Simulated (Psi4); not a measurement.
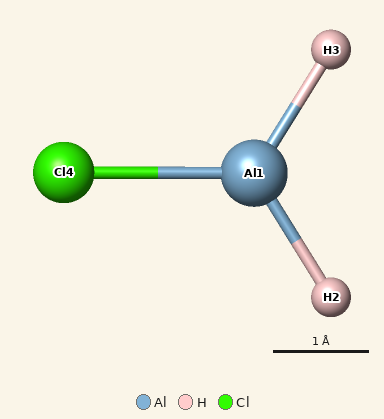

*The structure as given in the input (ball-and-stick view, seen on its broad side; atoms are numbered from 1 in the order of the input). Sticks mark near contacts.*

Bond lengths as drawn: Al–Cl 2.01 Å and Al–H 1.54 Å.

**AlH₂Cl: field calculation**

System: AlH₂Cl.
Method: HF/cc-pVTZ, RHF, dispersion D3(BJ), in an applied electric field, ddCOSMO solvent water (Psi4 1.11).

The geometry comes from this level: GFN2-xTB.

## Input file (run.py)
```python
import psi4

psi4.set_memory('1600 MB')
psi4.set_num_threads(1)
psi4.set_output_file('psi4.out', False)

geom = psi4.geometry("""
0 1
Al     0.049780     0.082930    -0.002200
H      1.587020     0.109500     0.013310
H     -0.651090     1.451440    -0.019500
Cl    -0.985710    -1.643880     0.008400
symmetry c1
no_reorient
no_com
""")

psi4.set_options({
    'scf_type': 'disk_df',
    'perturb_h': True,
    'perturb_with': 'dipole',
    'perturb_dipole': [0.0, 0.02, 0.0],
    'diis': False,
    'maxiter': 50,
    'ddx': True,
    'ddx_model': 'cosmo',
    'ddx_solvent': 'water',
    'ddx_radii_set': 'uff',
})

E, wfn = psi4.energy('hf-d3bj2b/cc-pVTZ', return_wfn=True)
print(f'total energy {E:.8f} hartree = {E * 27.211386:.5f} eV')
```

Hardware: 1 thread of Intel Xeon @ 2.90GHz (Ice Lake), 64 GiB of memory available, shared host.

Launched with:
```bash
python run.py
```

## Output
```
Psi4 1.11 release

  PCM or DDX continuum solvation does not make use of molecular symmetry: further calculations in C1 point group.

   => Loading Basis Set <=

    Name: CC-PVTZ
    Role: ORBITAL
    Keyword: BASIS

   => HF-D3(BJ): Empirical Dispersion <=

        s6 =       1.000000
        s8 =       0.917100
        a1 =       0.338500
        a2 =       2.883000

         ---------------------------------------------------------
                                   SCF
                              RHF Reference
                        1 Threads,   1525 MiB Core
         ---------------------------------------------------------

  ==> Geometry <==

    Molecular point group: c1
    Full point group: C1

    Geometry (in Angstrom), charge = 0, multiplicity = 1:

       Center              X                  Y                   Z               Mass
    ------------   -----------------  -----------------  -----------------  -----------------
         AL           0.049780000000     0.082930000000    -0.002200000000    26.981538530000
         H            1.587020000000     0.109500000000     0.013310000000     1.007825032230
         H           -0.651090000000     1.451440000000    -0.019500000000     1.007825032230
         CL          -0.985710000000    -1.643880000000     0.008400000000    34.968852682000

  Running in c1 symmetry.

  Rotational constants: A =      4.91155  B =      0.12928  C =      0.12596 [cm^-1]
  Rotational constants: A = 147244.53762  B =   3875.64707  C =   3776.25663 [MHz]
  Nuclear repulsion =   72.054985939208777

  Charge       = 0
  Multiplicity = 1
  Electrons    = 32
  Nalpha       = 16
  Nbeta        = 16

  ==> Algorithm <==

  SCF Algorithm Type is DISK_DF.
  DIIS disabled.
  MOM disabled.
  Fractional occupation disabled.
  Guess Type is SAD.
  Energy threshold   = 1.00e-06
  Density threshold  = 1.00e-06
  Integral threshold = 1.00e-12

  ==> Primary Basis <==

  Basis Set: CC-PVTZ
    Blend: CC-PVTZ
    Number of shells: 36
    Number of basis functions: 96
    Number of Cartesian functions: 108
    Spherical Harmonics?: true
    Max angular momentum: 3

   => Loading Basis Set <=

    Name: (CC-PVTZ AUX)
    Role: JKFIT
    Keyword: DF_BASIS_SCF

  +----------------------------------------------------------------+
  |                                                                |
  |                        888      888 Y8b    d8Y                 |
  |                        888      888  Y8b  d8Y                  |
  |                        888      888   Y8888Y                   |
  |                    .d88888  .d88888    Y88Y                    |
  |                   d88  888 d88  888    d88b                    |
  |                   888  888 888  888   d8888b                   |
  |                   Y88b 888 Y88b 888  d8Y  Y8b                  |
  |                     Y88888   Y88888 d8Y    Y8b                 |
  |                                                                |
  |                              |
  |                         Version: 0.7.0                         |
  |                                                                |
  +----------------------------------------------------------------+
    enable_fmm              = True
    eta                     = 0.1
    fmm_local_lmax          = 6
    fmm_multipole_lmax      = 9
    incore                  = False
    jacobi_n_diis           = 20
    lmax                    = 9
    logfile                 =
    maxiter                 = 100
    n_lebedev               = 302
    n_proc                  = 1
    shift                   = -1.0
    solvent_kappa           = 0.0
    solvent_epsilon         = 78.3553
    solvent_epsilon_optical = 1.776
    tol                     = 1e-08

    DDX numerical integration setup:

    dft_block_scheme     = ATOMIC
    dft_nuclear_scheme   = BECKE
    dft_pruning_scheme   = ROBUST
    dft_radial_points    = 35
    dft_radial_scheme    = BECKE
    dft_spherical_points = 110

    Cavity sphere setup (in Angstrom):

    Charge       X            Y            Z          Radius
    ------   ----------   ----------   ----------   ----------
     13.00     0.049780     0.082930    -0.002200     2.474450
      1.00     1.587020     0.109500     0.013310     1.587300
      1.00    -0.651090     1.451440    -0.019500     1.587300
     17.00    -0.985710    -1.643880     0.008400     2.170850

    Cavity sphere setup (in Bohr):

    Charge       X            Y            Z          Radius
    ------   ----------   ----------   ----------   ----------
     13.00     0.094071     0.156715    -0.004157     4.676033
      1.00     2.999033     0.206925     0.025152     2.999562
      1.00    -1.230382     2.742824    -0.036850     2.999562
     17.00    -1.862722    -3.106483     0.015874     4.102312

  ==> Integral Setup <==

  ==> DiskDFJK: Density-Fitted J/K Matrices <==

    J tasked:                  Yes
    K tasked:                  Yes
    wK tasked:                  No
    Integrals threads:           1
    Memory [MiB]:             1144
    Algorithm:                Core
    Integral Cache:           NONE
    Schwarz Cutoff:          1E-12
    Fitting Condition:       1E-10

   => Auxiliary Basis Set <=

  Basis Set: (CC-PVTZ AUX)
    Blend: CC-PVTZ-JKFIT
    Number of shells: 94
    Number of basis functions: 302
    Number of Cartesian functions: 360
    Spherical Harmonics?: true
    Max angular momentum: 4

  Perturbing V by 0.020000 mu(y).
  Minimum eigenvalue in the overlap matrix is 2.9801526203E-03.
  Reciprocal condition number of the overlap matrix is 6.4273673918E-04.
    Using symmetric orthogonalization.

  ==> Pre-Iterations <==

  SCF Guess: Superposition of Atomic Densities via on-the-fly atomic UHF (no occupation information).

   -------------------------
    Irrep   Nso     Nmo
   -------------------------
     A         96      96
   -------------------------
    Total      96      96
   -------------------------

  ==> Iterations <==

                           Total Energy        Delta E     RMS |[F,P]|

   @DF-RHF iter SAD:  -702.17259372816079   -7.02173e+02   0.00000e+00
   @DF-RHF iter   1:  -702.68433908651139   -5.11745e-01   1.66181e-03 ADIIS
   @DF-RHF iter   2:  -702.69556681088375   -1.12277e-02   5.04512e-04 ADIIS
   @DF-RHF iter   3:  -702.69667505892050   -1.10825e-03   1.80407e-04 ADIIS
   @DF-RHF iter   4:  -702.69679063844274   -1.15580e-04   6.98250e-05
   @DF-RHF iter   5:  -702.69682771604982   -3.70776e-05   2.45619e-05
   @DF-RHF iter   6:  -702.69683342176199   -5.70571e-06   1.01953e-05
   @DF-RHF iter   7:  -702.69683444790178   -1.02614e-06   4.06913e-06
   @DF-RHF iter   8:  -702.69683465536377   -2.07462e-07   1.87363e-06
   @DF-RHF iter   9:  -702.69683470077280   -4.54090e-08   8.33283e-07
  Energy and wave function converged.

  ==> Post-Iterations <==

    Orbital Energies [Eh]
    ---------------------

    Doubly Occupied:

       1A   -104.784452     2A    -58.496069     3A    -10.511247
       4A     -7.977527     5A     -7.976553     6A     -7.976393
       7A     -4.911964     8A     -3.226680     9A     -3.225705
      10A     -3.224837    11A     -1.046083    12A     -0.589674
      13A     -0.483804    14A     -0.467301    15A     -0.432784
      16A     -0.416801

    Virtual:

      17A      0.051150    18A      0.085179    19A      0.133024
      20A      0.166735    21A      0.221124    22A      0.255238
      23A      0.265519    24A      0.290975    25A      0.299265
      26A      0.325961    27A      0.340786    28A      0.376133
      29A      0.413413    30A      0.517670    31A      0.571188
      32A      0.608030    33A      0.613638    34A      0.650068
      35A      0.669002    36A      0.747982    37A      0.756699
      38A      0.764954    39A      0.780775    40A      0.831615
      41A      0.843686    42A      0.927887    43A      0.934863
      44A      0.938854    45A      0.949028    46A      0.959008
      47A      1.045878    48A      1.123949    49A      1.167976
      50A      1.218062    51A      1.223382    52A      1.276670
      53A      1.281904    54A      1.333647    55A      1.387873
      56A      1.614125    57A      1.645327    58A      1.758270
      59A      2.264456    60A      2.313145    61A      2.321431
      62A      2.333643    63A      2.352793    64A      2.384942
      65A      2.405045    66A      2.406483    67A      2.463969
      68A      2.471804    69A      2.506079    70A      2.542085
      71A      2.665069    72A      2.666468    73A      2.678376
      74A      2.842139    75A      2.919810    76A      2.934941
      77A      3.130768    78A      3.215376    79A      3.493509
      80A      3.506838    81A      3.583712    82A      3.642784
      83A      3.706088    84A      3.777829    85A      3.781537
      86A      3.854686    87A      3.936358    88A      4.072952
      89A      4.095339    90A      4.225835    91A      4.275983
      92A      4.328552    93A      4.520163    94A      4.800889
      95A      4.853406    96A      5.426978

    Final Occupation by Irrep:
              A
    DOCC [    16 ]
    NA   [    16 ]
    NB   [    16 ]

  @DF-RHF Final Energy:  -702.69683470077280

   => Energetics <=

    Nuclear Repulsion Energy =             72.0549859392087768
    One-Electron Energy =               -1117.7260531684021316
    Two-Electron Energy =                 343.0002203392911042
    DD Solvation Energy =                 -0.0070102424512759
    Total Energy =                       -702.6968347007727971

Computation Completed

Properties will be evaluated at   0.000000,   0.000000,   0.000000 [a0]

Properties computed using the SCF density matrix

 Multipole Moments:

 ------------------------------------------------------------------------------------
     Multipole            Electronic (a.u.)      Nuclear  (a.u.)        Total (a.u.)
 ------------------------------------------------------------------------------------

 L = 1.  Multiply by 2.5417464519 to convert [e a0] to [Debye]
 Dipole X            :         28.7730427          -28.6747042            0.0983384
 Dipole Y            :         47.1255436          -47.8231668           -0.6976232
 Dipole Z            :         -0.2094592            0.2041093           -0.0053499
 Magnitude           :                                                    0.7045404

 ------------------------------------------------------------------------------------

	total time  =         15 seconds =       0.25 minutes
```

## Standard output
```
total energy -702.69683470 hartree = -19121.35481 eV
```

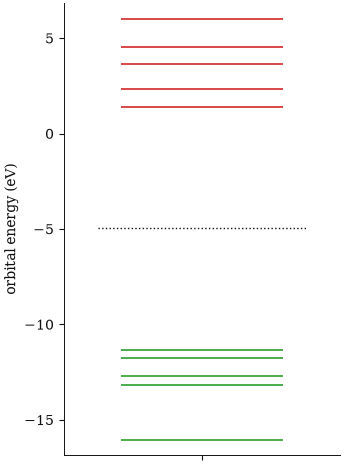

*Orbital energies near the frontier; the dotted line parts filled from empty levels, and levels within 0.02 eV of each other stand side by side.*

Highest filled −11.34 eV, lowest empty 1.39 eV, 12.73 eV apart.

## Key numbers

| quantity | value |
| --- | --- |
| outcome | converged |
| total energy | −702.696835 hartree |
| dispersion energy | −0.018978 hartree |
| solvation energy | −0.007010 hartree |
| basis functions | 96 |
| HOMO | −11.34 eV |
| LUMO | 1.39 eV |
| dipole moment | 1.79 D |
| wall time | 17 s |
| peak memory | 0.39 GiB |

## Notes

Settings chosen away from the usual ones: diis set to false.
